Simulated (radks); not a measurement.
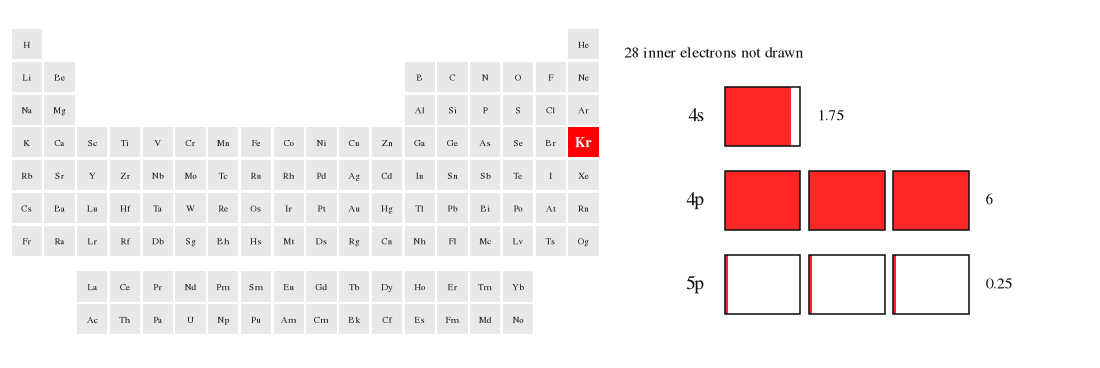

Figure 1. Left, the place of krypton in the periodic table; right, the outer shells as the input fills them: a box for each of the 2l + 1 orbitals, shaded by the share of the shell that is filled, with the electron count at the right.

# Kr: atomic calculation

System: the neutral krypton atom in the configuration [Ar] 3d10 4s1.75 4p6 5p0.25.
Method: scalar-relativistic Kohn-Sham, exchange-only LDA, spin-unpolarised, spherical densities, finite nucleus (the in-house radial solver radks).

**Summary**

- outcome: converged
- total energy: −2783.3342 hartree
- kinetic energy: 2848.3825 hartree
- electron–nucleus energy: −6719.3103 hartree
- Hartree energy: 1177.1775 hartree
- exchange–correlation energy: −89.583954 hartree
- radius at density 0.001 e/bohr³: 4.00 bohr
- SCF iterations: 15
- hardware: 1 thread of Intel Xeon @ 2.50GHz, 149 GiB of memory available, shared host

**The input**
```
Z 36
configuration [Ar] 3d10 4s1.75 4p6 5p0.25
relativity scalar-relativistic
functional lda,
spin unpolarised
nucleus finite rms 4.1884 fm
c 137.035999084
```

Energies in input and log are in hartree, lengths in bohr (the nuclear radius in fm).

The run was one of a batch that the task file lists, launched with:
```bash
python <driver script> task.json out
```

**Output**
```
1s      1   2.0000        -519.47000680
2s      1   2.0000         -68.44439246
2p      1   6.0000         -60.57573785
3s      1   2.0000          -9.70024385
3p      1   6.0000          -7.19594952
3d      1  10.0000          -3.03663886
4s      1   1.7500          -0.88612758
4p      1   6.0000          -0.37319158
5p      1   0.2500          -0.00949967
Etot -2783.3342079925283
Ekin 2848.3825285539533
Encl -6719.310261710174
Eh 1177.1774793882691
Exc -89.5839542245769
err 4.984216245290062e-10
it 15
```

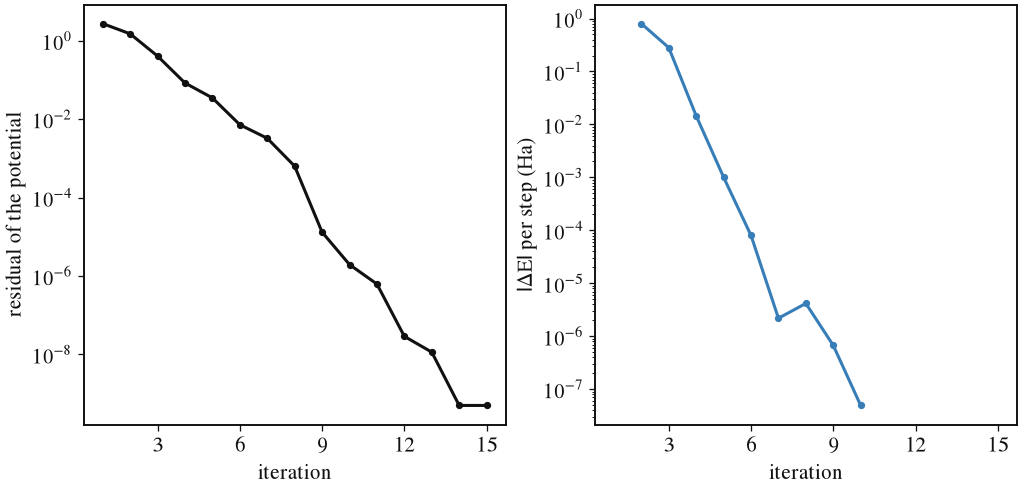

Figure 2. Convergence: residual of the potential and change of the energy from step to step (the smallest changes aren't drawn) against the iteration. The residual falls almost steadily, with no more than small rises or pauses. It goes from 2.7 to 5.0×10⁻¹⁰ in 15 steps.

**Orbitals**

```
orbital  occupation  energy (eV)  ⟨r⟩ (bohr)  outer maximum (bohr)
     1s           2     −14135.5     0.04154                0.0271
     2s           2      −1862.5      0.1838                 0.154
     2p           6      −1648.3      0.1602                 0.123
     3s           2     −263.957      0.5316                 0.468
     3p           6     −195.812      0.5416                 0.463
     3d          10      −82.631      0.5566                 0.410
     4s        1.75      −24.113       1.561                  1.33
     4p           6      −10.155       1.923                  1.54
     5p        0.25       −0.258       14.90                  12.6
```

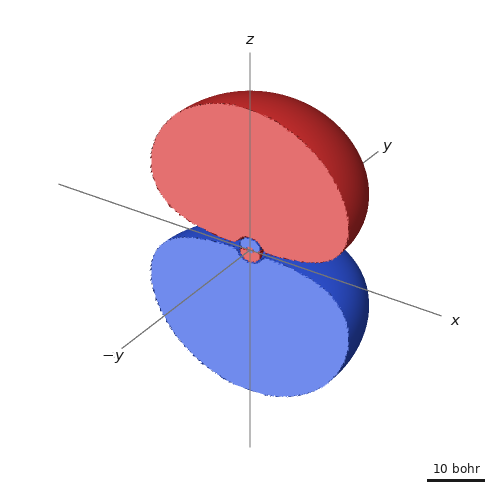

Figure 3. One occupied orbital is shown. The surface of constant |ψ| that holds about 95 % of the electron is drawn, red where ψ is positive and blue where it is negative, with the half in front of the xz plane cut away and the cut face painted. The radial function comes from the spherical calculation and is multiplied by a real spherical harmonic; the overall sign is chosen so that the largest lobe of P(r) is positive; at the scalar-relativistic level it is the large component. It is 5p(z). It has the nodal plane xy and 3 radial nodes, at r = 0.194, 0.664 and 2.53 bohr; only the outermost can be made out at this scale. The outermost maximum of P² lies at 12.6 bohr, ⟨r⟩ = 14.9 bohr, 90 % of the charge lies within 23.0 bohr, and the eigenvalue is −0.258 eV, with 0.25 electrons in the shell.

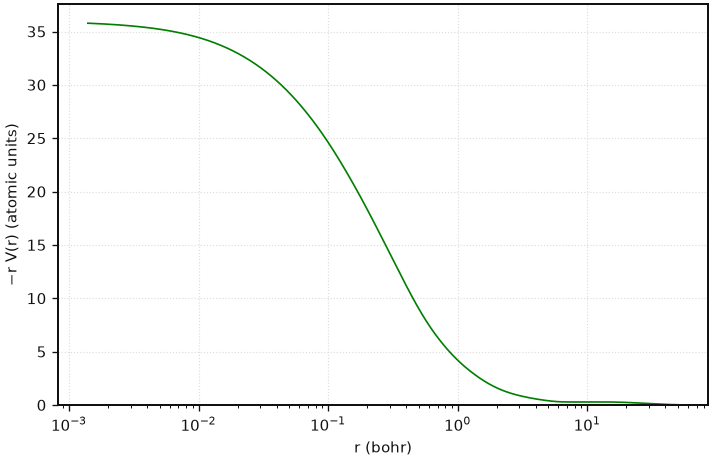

Figure 4. The screened charge −r V(r) of the Kohn-Sham potential. Close to the nucleus it reaches 35.8, near the nuclear charge 36; inside the finite nucleus, left of the plot, it would fall to zero. It falls through 18, midway between the nuclear and the ionic charge, at r = 0.21 bohr, and stands at 0.03 at the end of the plot (r = 51 bohr); the net charge is 0. The exact potential would level off one unit above the net charge.
